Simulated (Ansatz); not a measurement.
H$_{2}$PSi (charge +1)

```yaml
atoms:
  - { symbol: P, position_ang: [0.5658, -0.5133, -1.1502] }
  - { symbol: Si, position_ang: [-1.3579, -0.6260, -0.1366] }
  - { symbol: H, position_ang: [0.7511, -1.1217, 0.1644] }
  - { symbol: H, position_ang: [0.3093, 0.7509, -0.4658] }
```

Geometry: B3LYP-D4/def2-TZVP.

Theory: isolated molecule in a Gaussian basis; Kohn-Sham density functional theory, functional PBE0 (Ansatz 0.2.0).

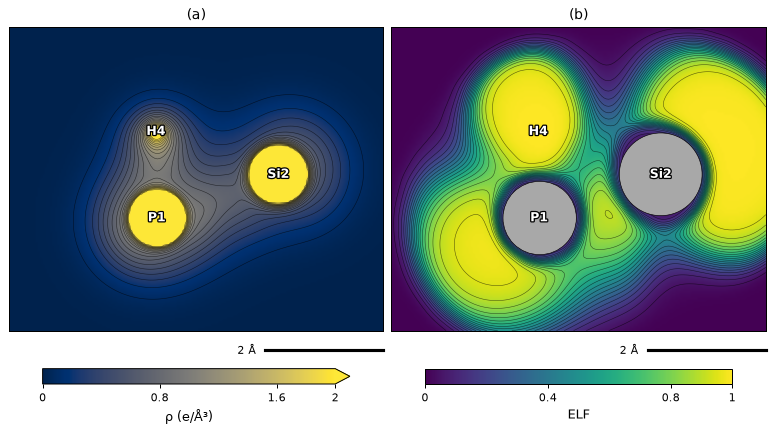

Figure 1. (a) electron density; (b) ELF on the plane of atoms Si2, P1 and H4. Grey discs cover the atomic cores in the ELF map.

Q: Interpret the plot.

A:
- The section cuts through P, Si and H sites.
- Si–P (2.18 Å): the density is about 0.77 e/Å³ at the midpoint; the ELF peaks at about 0.85 between the atoms (localised, covalent bonding).
- P–H (1.46 Å): ρ is about 0.99 e/Å³ halfway; the ELF climbs to about 1 towards the hydrogen, as it does in any bond to H.
- The ELF also peaks beside P1 and Si2, away from the bonds: lone-pair regions.

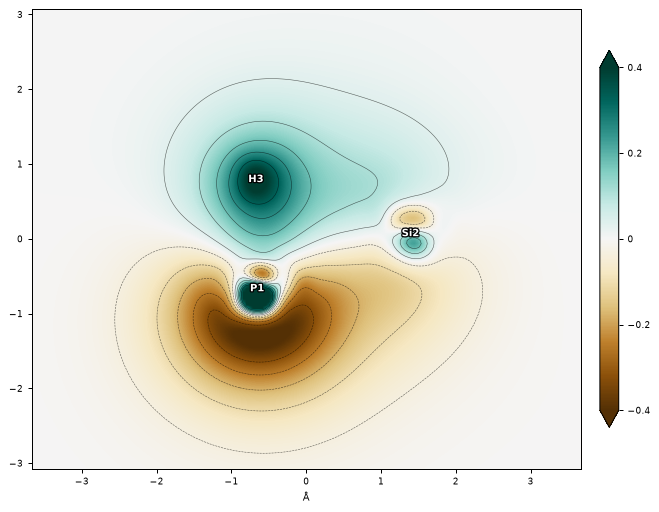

Figure 2. The HOMO−1 on the plane of atoms Si2, P1 and H3 (values in Å⁻³ᐟ²; the overall sign is arbitrary).

Q: Describe this orbital and give its energy.

A: It lies mainly on P1 (about 65 %), Si2 (about 15 %), H3 (about 10 %) and H4 (about 10 %). Its energy is −15.60 eV.

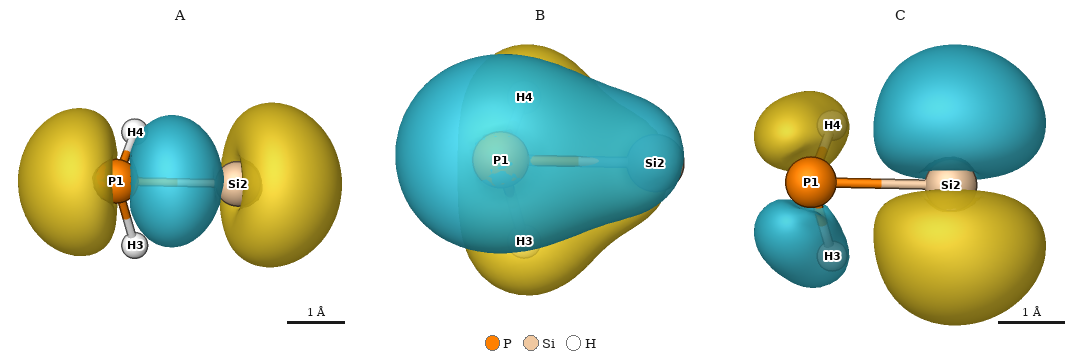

Figure 3. Three frontier orbitals at ±0.1 Å⁻³ᐟ² (yellow and cyan are the two phases), in no order.

Q: Order the three orbitals by energy and name them.

A: B is the HOMO−1 (−15.60 eV). By Hirshfeld shares it lies mainly on P1 (about 65 %), Si2 (about 15 %), H3 (about 10 %) and H4 (about 10 %). A is the HOMO (−13.48 eV). By Hirshfeld shares it lies mainly on Si2 (about 50 %) and P1 (about 45 %). C is the LUMO (−9.07 eV). By Hirshfeld shares it lies mainly on Si2 (about 80 %) and P1 (about 10 %).

Q: What is the HOMO–LUMO gap?

A: 4.41 eV between the orbital energies.
